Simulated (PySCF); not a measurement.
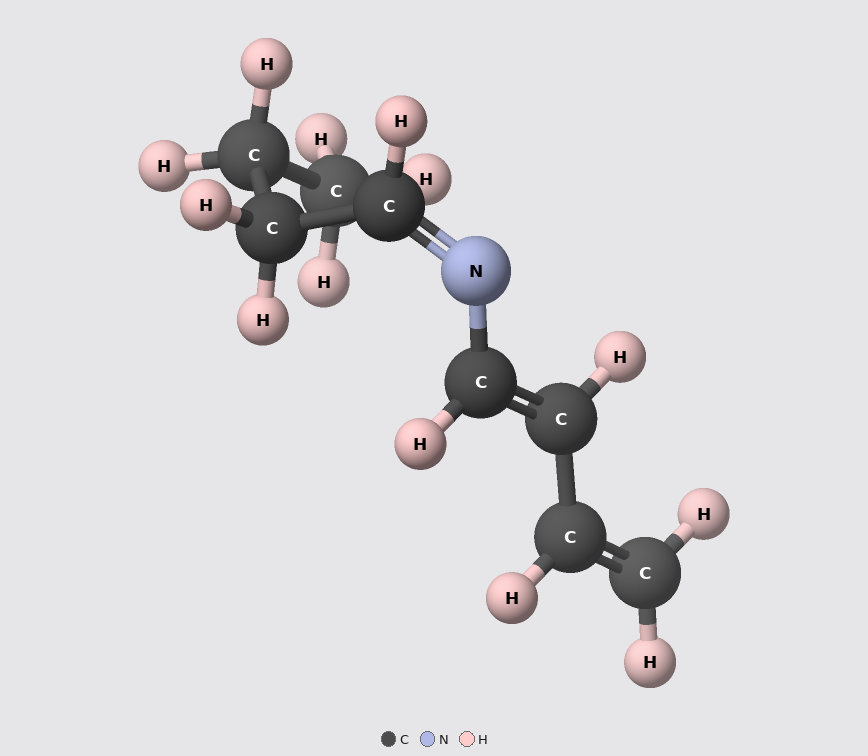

A ball-and-stick model of a molecule. Multiple sticks mark multiple bonds (one Kekulé form).

Computed geometry: GFN2-xTB optimisation. No frequency run is at hand to confirm it as a minimum.

Identify the structure.

Formula C₈H₁₃N. Its SMILES string is `C=C/C=C/N=C\CCC`. It has no ring. Among its groups: alkene, imine. The point group is C1. Coordination: 5 C trigonal planar; 1 N bent; 3 C tetrahedral.

The parts below concern this one geometry. Atoms keep their numbers from picture to picture.

### Shape

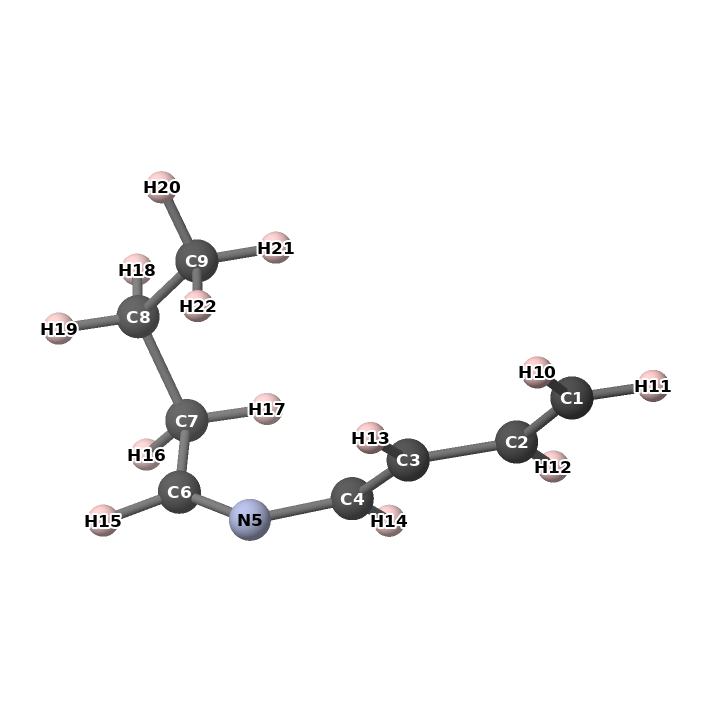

Numbered structure. No frequency run is at hand to confirm it as a minimum.

Estimate the angles C2–C1–H11, C2–C3–H13, C3–C2–H12, C3–C4–N5, C3–C4–H14, C4–N5–C6, C6–C7–C8, C6–C7–H16, C7–C8–C9, C8–C9–H20, C9–C8–H18, C9–C8–H19.

```
    angle  degrees
C2–C1–H11    122.1
C2–C3–H13    117.4
C3–C2–H12    116.2
 C3–C4–N5    122.7
C3–C4–H14    120.0
 C4–N5–C6    127.0
 C6–C7–C8    110.7
C6–C7–H16    108.7
 C7–C8–C9    111.7
C8–C9–H20    110.5
C9–C8–H18    109.5
C9–C8–H19    109.6
```

### Electronic properties

No frequency run is at hand to confirm it as a minimum. Properties computed with PBE0/pcSseg-1, gas phase (PySCF 2.14.0).

Predict the main results.

- dipole moment: 2.57 D
- HOMO energy (Kohn–Sham orbital): −5.83 eV
- LUMO energy (Kohn–Sham orbital): −1.09 eV
- HOMO–LUMO gap: 4.74 eV

### NMR shielding

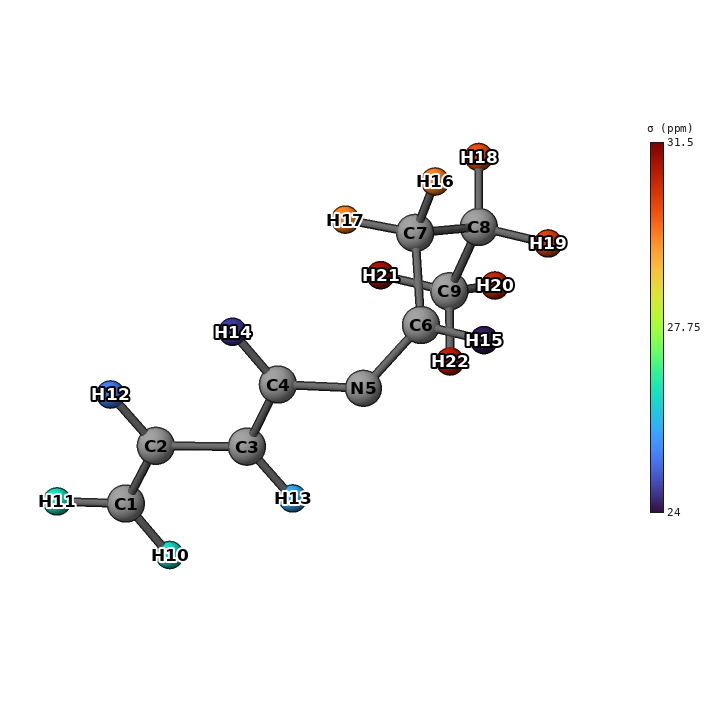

Atoms are coloured by their isotropic NMR shieldings (H only, the others grey). No frequency run is at hand to confirm it as a minimum. Level of theory: GIAO PBE0/pcSseg-1 NMR shielding, non-relativistic, gas phase (PySCF 2.14.0).

List the isotropic NMR shieldings of the H atoms.

```json
{"atom": "H10", "σ (ppm)": "26.32"}
{"atom": "H11", "σ (ppm)": "26.45"}
{"atom": "H12", "σ (ppm)": "25.15"}
{"atom": "H13", "σ (ppm)": "25.67"}
{"atom": "H14", "σ (ppm)": "24.45"}
{"atom": "H15", "σ (ppm)": "24.14"}
{"atom": "H16", "σ (ppm)": "29.61"}
{"atom": "H17", "σ (ppm)": "29.56"}
{"atom": "H18", "σ (ppm)": "30.10"}
{"atom": "H19", "σ (ppm)": "30.27"}
{"atom": "H20", "σ (ppm)": "30.67"}
{"atom": "H21", "σ (ppm)": "31.08"}
{"atom": "H22", "σ (ppm)": "30.80"}
```

### Quadrupole coupling

No frequency run is at hand to confirm it as a minimum. Electric field gradients from the ground-state density, PBE0/pcSseg-1 (PySCF 2.14.0), non-relativistic apart from any core potentials.

Give the largest field-gradient component, the quadrupole coupling constant and the asymmetry for 14N at N5 (Q = 20.44 mb), 2H at H10 (Q = 2.86 mb), 2H at H11 (Q = 2.86 mb).

```
atom  V_zz (a.u.)  e²qQ/h (MHz)     η
  N5       −1.050         −5.04  0.30
 H10        0.337         0.227  0.06
 H11        0.340         0.229  0.06
```
